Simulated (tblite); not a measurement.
## Geometry relaxation of C₂H₉Cl₂NSi₄ (part 4 of 4)

C₂H₉Cl₂NSi₄; GFN2-xTB geometry optimisation, gas phase (tblite 0.8.0). It belongs to a series of runs on one base structure; here: H on Si replaced by N=CH2.

Geometry of the input (Å):
```
C  -2.9464  -0.1694  -0.8094
N  -2.5791  -0.8900  0.1462
Si -1.2868  -0.5176  1.3079
Si -0.1449  1.3664  0.8964
Cl -1.2917  2.9531  0.2119
Si 0.9499  0.2034  -0.6209
C  2.7542  0.5771  -0.8393
Si 0.5664  -1.5926  0.6560
Cl 0.1995  -3.3020  -0.5001
H  -3.7769  -0.5668  -1.4239
H  -2.5576  0.7922  -1.0729
H  -1.6394  -0.7375  2.7153
H  0.6001  1.7097  2.1337
H  0.2111  0.1504  -1.8945
H  2.9636  1.4612  -1.4638
H  3.3085  0.6547  0.1279
H  3.2029  -0.2886  -1.3642
H  1.4578  -1.7974  1.7821
```

### Trajectory as extended XYZ, continued
```
18
Properties=species:S:1:pos:R:3:forces:R:3 step=119 energy=-757.21642
C    -3.5571   -0.6907    0.1188    0.0170   0.0180  -0.0070
N    -2.7671   -0.4501    1.0628   -0.0180   0.0210  -0.0180
Si   -1.0601   -0.3593    1.1968    0.0040   0.0030  -0.0260
Si   -0.1819    1.6583    0.2763    0.0000  -0.0030   0.0240
Cl   -1.5372    2.5677   -0.9671   -0.0230   0.0100  -0.0030
Si    1.4420    0.4287   -0.9578    0.0030  -0.0260   0.0070
C     3.1424    0.5751   -0.1073    0.0090  -0.0120  -0.0060
Si    0.3890   -1.5926   -0.2417    0.0020  -0.0190   0.0020
Cl   -0.6621   -2.5572   -1.7334    0.0170   0.0380   0.0120
H    -4.6258   -0.5848    0.2854    0.0040  -0.0130   0.0040
H    -3.2603   -1.0123   -0.8825   -0.0030   0.0040   0.0290
H    -0.9223   -0.5754    2.6413   -0.0080  -0.0150   0.0090
H     0.2017    2.7524    1.1791   -0.0140  -0.0050  -0.0080
H     1.6962    0.7402   -2.3769    0.0020  -0.0050  -0.0190
H     3.5525    1.5775   -0.1838   -0.0130  -0.0130   0.0090
H     3.0632    0.3307    0.9483    0.0060   0.0220  -0.0120
H     3.8665   -0.1051   -0.5446    0.0080   0.0000   0.0050
H     1.2116   -2.6969    0.2747    0.0080  -0.0060  -0.0030
18
Properties=species:S:1:pos:R:3:forces:R:3 step=123 energy=-757.21738
C    -3.5607   -0.6848    0.1229    0.0040   0.0000   0.0270
N    -2.7697   -0.4452    1.0664    0.0060   0.0150  -0.0390
Si   -1.0610   -0.3624    1.1944   -0.0210  -0.0130   0.0230
Si   -0.1854    1.6537    0.2766    0.0010   0.0060  -0.0280
Cl   -1.5333    2.5637   -0.9802   -0.0020  -0.0120   0.0240
Si    1.4466    0.4233   -0.9542   -0.0020   0.0040  -0.0100
C     3.1484    0.5785   -0.1077   -0.0050  -0.0170   0.0090
Si    0.3912   -1.5967   -0.2405    0.0240   0.0070   0.0320
Cl   -0.6560   -2.5424   -1.7410   -0.0110   0.0070  -0.0240
H    -4.6289   -0.5778    0.2915   -0.0010  -0.0020  -0.0030
H    -3.2662   -1.0130   -0.8761    0.0040   0.0050   0.0090
H    -0.9257   -0.5878    2.6397   -0.0030  -0.0030  -0.0210
H     0.1864    2.7487    1.1814   -0.0050   0.0110   0.0030
H     1.6956    0.7325   -2.3771    0.0000  -0.0110   0.0180
H     3.5565    1.5804   -0.1877   -0.0040   0.0210  -0.0230
H     3.0720    0.3448    0.9504    0.0010  -0.0120  -0.0120
H     3.8727   -0.1027   -0.5429    0.0100  -0.0010   0.0160
H     1.2088   -2.7065    0.2723    0.0050  -0.0040  -0.0020
18
Properties=species:S:1:pos:R:3:forces:R:3 step=126 energy=-757.21817
C    -3.5661   -0.6779    0.1246   -0.0080  -0.0100  -0.0100
N    -2.7731   -0.4354    1.0651   -0.0020  -0.0060  -0.0170
Si   -1.0646   -0.3654    1.1941    0.0000  -0.0140  -0.0010
Si   -0.1868    1.6487    0.2779    0.0120   0.0190  -0.0100
Cl   -1.5326    2.5528   -0.9839   -0.0070  -0.0090   0.0120
Si    1.4524    0.4183   -0.9466    0.0000  -0.0030   0.0130
C     3.1590    0.5855   -0.1109   -0.0030   0.0010  -0.0040
Si    0.3973   -1.6020   -0.2315   -0.0190   0.0100  -0.0010
Cl   -0.6559   -2.5288   -1.7455    0.0110   0.0170   0.0030
H    -4.6347   -0.5718    0.2920    0.0050   0.0130   0.0080
H    -3.2725   -1.0096   -0.8736    0.0030   0.0000   0.0060
H    -0.9339   -0.6049    2.6356    0.0000   0.0030   0.0140
H     0.1678    2.7463    1.1879    0.0040  -0.0010  -0.0090
H     1.6932    0.7184   -2.3717    0.0020  -0.0030   0.0020
H     3.5629    1.5887   -0.2046   -0.0090   0.0010  -0.0140
H     3.0904    0.3618    0.9497    0.0010  -0.0090  -0.0090
H     3.8832   -0.0971   -0.5445    0.0030   0.0020   0.0180
H     1.2052   -2.7213    0.2742    0.0080  -0.0080  -0.0020
18
Properties=species:S:1:pos:R:3:forces:R:3 step=129 energy=-757.21845
C    -3.5694   -0.6772    0.1251    0.0060   0.0000  -0.0010
N    -2.7733   -0.4333    1.0627    0.0000  -0.0140   0.0020
Si   -1.0649   -0.3685    1.1926    0.0040   0.0150   0.0050
Si   -0.1849    1.6477    0.2759   -0.0030  -0.0040   0.0070
Cl   -1.5370    2.5436   -0.9836   -0.0100   0.0000   0.0010
Si    1.4548    0.4170   -0.9446    0.0060  -0.0040  -0.0040
C     3.1615    0.5865   -0.1100    0.0000   0.0010  -0.0010
Si    0.3971   -1.6020   -0.2314    0.0000  -0.0080   0.0020
Cl   -0.6580   -2.5225   -1.7467    0.0090   0.0100  -0.0050
H    -4.6372   -0.5681    0.2966    0.0120   0.0090  -0.0070
H    -3.2763   -1.0106   -0.8724   -0.0140  -0.0050  -0.0010
H    -0.9329   -0.6066    2.6346   -0.0050   0.0010   0.0080
H     0.1656    2.7467    1.1847    0.0080   0.0070  -0.0030
H     1.6953    0.7182   -2.3699    0.0010  -0.0060   0.0070
H     3.5630    1.5904   -0.2080   -0.0080  -0.0070   0.0000
H     3.0938    0.3639    0.9508   -0.0050   0.0070  -0.0020
H     3.8879   -0.0961   -0.5394    0.0010  -0.0020  -0.0020
H     1.2062   -2.7228    0.2714   -0.0010   0.0000  -0.0060
18
Properties=species:S:1:pos:R:3:forces:R:3 step=132 energy=-757.21873
C    -3.5718   -0.6789    0.1291    0.0230   0.0070   0.0200
N    -2.7728   -0.4350    1.0644    0.0080  -0.0080  -0.0120
Si   -1.0640   -0.3691    1.1933   -0.0100   0.0060   0.0200
Si   -0.1855    1.6469    0.2725   -0.0050  -0.0050  -0.0020
Cl   -1.5406    2.5368   -0.9902    0.0000  -0.0070   0.0100
Si    1.4582    0.4147   -0.9440    0.0030   0.0020  -0.0140
C     3.1637    0.5862   -0.1077   -0.0070  -0.0050   0.0130
Si    0.3968   -1.6021   -0.2325    0.0180   0.0030   0.0120
Cl   -0.6583   -2.5052   -1.7560   -0.0040  -0.0060  -0.0170
H    -4.6380   -0.5621    0.3039    0.0030   0.0010  -0.0140
H    -3.2828   -1.0184   -0.8676   -0.0150  -0.0020   0.0030
H    -0.9327   -0.6081    2.6366   -0.0030   0.0060  -0.0160
H     0.1629    2.7492    1.1780    0.0060   0.0090  -0.0020
H     1.7025    0.7168   -2.3692   -0.0040  -0.0090   0.0170
H     3.5620    1.5909   -0.2065    0.0030   0.0030  -0.0010
H     3.0931    0.3662    0.9536   -0.0010   0.0070  -0.0020
H     3.8936   -0.0956   -0.5325   -0.0080   0.0010  -0.0060
H     1.2050   -2.7269    0.2632   -0.0060  -0.0030  -0.0070
18
Properties=species:S:1:pos:R:3:forces:R:3 step=136 energy=-757.21896
C    -3.5738   -0.6783    0.1342   -0.0020   0.0010  -0.0050
N    -2.7699   -0.4358    1.0652    0.0010   0.0070   0.0000
Si   -1.0619   -0.3688    1.1929    0.0060  -0.0070  -0.0070
Si   -0.1849    1.6464    0.2685   -0.0020  -0.0010   0.0050
Cl   -1.5462    2.5271   -0.9928   -0.0050  -0.0010   0.0000
Si    1.4611    0.4137   -0.9457   -0.0040   0.0050   0.0090
C     3.1630    0.5862   -0.1029   -0.0010   0.0050  -0.0020
Si    0.3998   -1.6015   -0.2341   -0.0010  -0.0060  -0.0060
Cl   -0.6576   -2.4950   -1.7647    0.0050   0.0000   0.0000
H    -4.6390   -0.5543    0.3104    0.0030   0.0020   0.0030
H    -3.2935   -1.0241   -0.8627    0.0080  -0.0020   0.0020
H    -0.9284   -0.6106    2.6342   -0.0020   0.0050   0.0070
H     0.1599    2.7540    1.1697    0.0060   0.0000  -0.0040
H     1.7124    0.7150   -2.3685   -0.0050  -0.0030  -0.0040
H     3.5626    1.5904   -0.2037    0.0010  -0.0010   0.0030
H     3.0885    0.3692    0.9584    0.0020   0.0040   0.0040
H     3.8935   -0.0969   -0.5249   -0.0060  -0.0010   0.0020
H     1.2059   -2.7303    0.2547   -0.0040  -0.0080  -0.0050
18
Properties=species:S:1:pos:R:3:forces:R:3 step=139 energy=-757.21917
C    -3.5747   -0.6759    0.1382   -0.0100  -0.0050  -0.0140
N    -2.7670   -0.4326    1.0654   -0.0070   0.0050   0.0050
Si   -1.0590   -0.3716    1.1910    0.0090  -0.0010  -0.0070
Si   -0.1855    1.6454    0.2659   -0.0080  -0.0020   0.0140
Cl   -1.5526    2.5172   -0.9944   -0.0070   0.0040  -0.0060
Si    1.4613    0.4151   -0.9443    0.0080   0.0010   0.0030
C     3.1614    0.5884   -0.0983    0.0110   0.0010   0.0070
Si    0.4030   -1.6029   -0.2377   -0.0060  -0.0140  -0.0090
Cl   -0.6537   -2.4903   -1.7735    0.0030   0.0050   0.0040
H    -4.6392   -0.5467    0.3163    0.0100   0.0050   0.0050
H    -3.2991   -1.0282   -0.8579    0.0100  -0.0010   0.0030
H    -0.9256   -0.6096    2.6327    0.0000   0.0010   0.0110
H     0.1604    2.7571    1.1615    0.0040   0.0000  -0.0020
H     1.7144    0.7116   -2.3674   -0.0010   0.0010  -0.0100
H     3.5653    1.5905   -0.2003   -0.0060   0.0050  -0.0050
H     3.0867    0.3742    0.9636   -0.0090   0.0020   0.0050
H     3.8902   -0.0979   -0.5172    0.0030  -0.0060  -0.0050
H     1.2051   -2.7376    0.2446   -0.0040   0.0000   0.0000
18
Properties=species:S:1:pos:R:3:forces:R:3 step=142 energy=-757.21929
C    -3.5747   -0.6767    0.1391    0.0050   0.0000   0.0020
N    -2.7666   -0.4318    1.0658    0.0010   0.0020   0.0010
Si   -1.0583   -0.3740    1.1924   -0.0020  -0.0010   0.0020
Si   -0.1878    1.6442    0.2668    0.0000  -0.0030   0.0010
Cl   -1.5557    2.5122   -0.9966    0.0000  -0.0010   0.0020
Si    1.4629    0.4150   -0.9411    0.0020  -0.0020  -0.0030
C     3.1637    0.5902   -0.0966    0.0000  -0.0010   0.0040
Si    0.4035   -1.6047   -0.2384    0.0010   0.0030  -0.0010
Cl   -0.6544   -2.4788   -1.7801   -0.0040  -0.0020  -0.0020
H    -4.6383   -0.5434    0.3182    0.0000   0.0030  -0.0030
H    -3.2995   -1.0335   -0.8553    0.0050  -0.0010   0.0020
H    -0.9279   -0.6076    2.6359    0.0030  -0.0010  -0.0050
H     0.1612    2.7592    1.1569   -0.0010   0.0000   0.0000
H     1.7143    0.7069   -2.3661    0.0000   0.0010   0.0010
H     3.5661    1.5927   -0.2011   -0.0020   0.0040  -0.0040
H     3.0894    0.3783    0.9659   -0.0050   0.0010  -0.0010
H     3.8924   -0.0966   -0.5153    0.0010  -0.0010   0.0010
H     1.2008   -2.7451    0.2381   -0.0030  -0.0020   0.0030
```

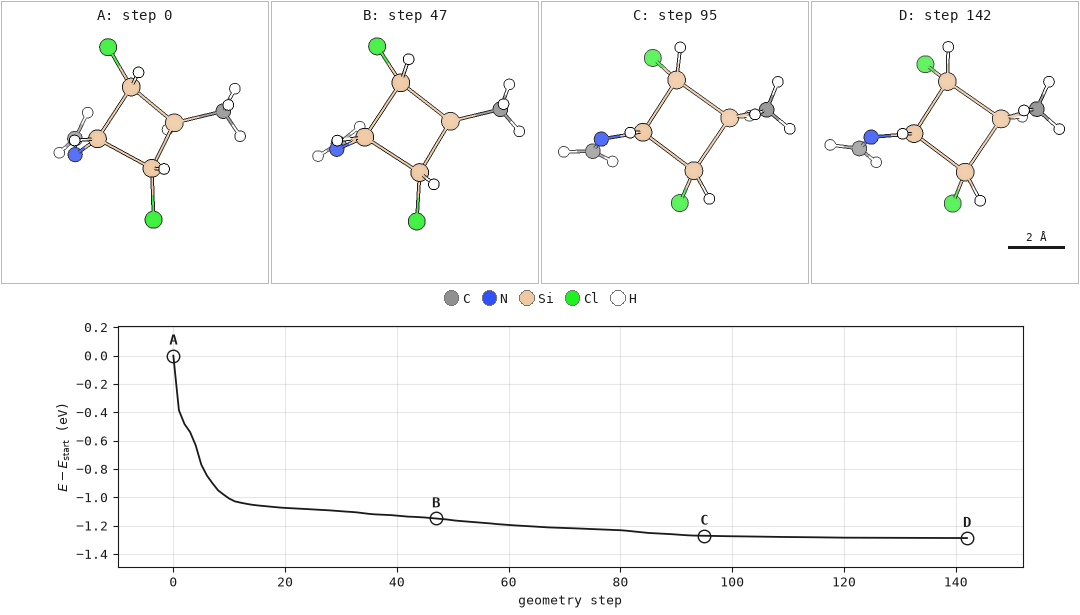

Frames of the relaxation (ball-and-stick view, seen at a tilt) above the curves, on which the letters mark them (steps are counted from 0).

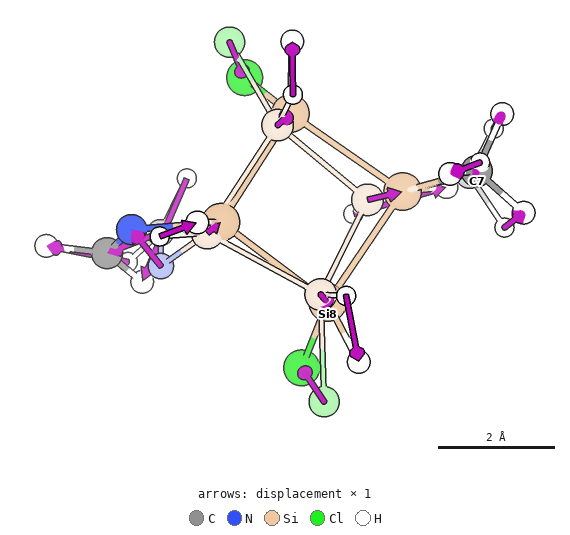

Start (faint) and end (solid) with the displacements as pink arrows, at true length (ball-and-stick view, seen at a tilt). The two geometries are laid on each other by the best rigid fit. Over 142 geometry steps the energy falls by 1.287 eV. The largest force component goes from 2.9 to 0.005 eV/Å. H11 moves most after the best rigid fit: 1.96 Å. By element the largest moves are H 1.96 Å, Cl 1.69 Å, C 1.20 Å, N 1.06 Å, Si 0.86 Å. Among the contacts that change: Si4–Si6 2.203 → 2.386 Å, Si3–Si8 2.239 → 2.387 Å, Si3–Si4 2.241 → 2.385 Å, N2–Si3 1.777 → 1.714 Å. Among the angles that change: N2–Si3–H12 114.9° → 99.0°, N2–Si3–Si8 108.1° → 123.3°, Cl9–Si8–H18 114.9° → 101.0°. (Atoms are counted from 1 in the order of the input.)
